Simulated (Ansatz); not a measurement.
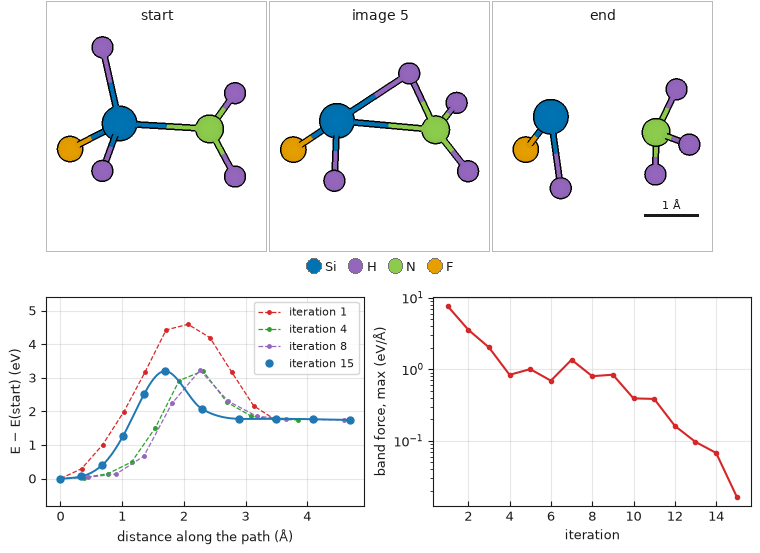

NEB run on SiNH4F. Images are numbered from 0 (start) to 10 (end). The plot follows the band through its iterations. Style: ball-and-stick. Shown at a tilt.

Level of theory: RKS r2SCAN-D4/6-31G* (Ansatz). Set-up: 9 movable images; climbing image; force threshold 0.05 eV/Å; iteration limit 60; starting path through a guess of the saddle point.

Question: How did the profile develop, and is the result final?

Answer: The result is final at these settings. The band converged in 15 iterations. The largest component of the band force went from 7.6 to 0.017 eV/Å. The climbing image converged on the top of the path. Its vibrational analysis gives one imaginary mode (1445i cm⁻¹), as a transition state must have. The first iteration put the highest image at 4.59 eV. Forward barrier 3.20 eV, backward barrier 1.45 eV, with image 5 at the top; the reaction energy is +1.75 eV.

Cost: 4.8 min on 1 thread of AMD EPYC 7R43 64-Core Processor (Zen 3), with other jobs on the host, peak memory 0.12 GiB.
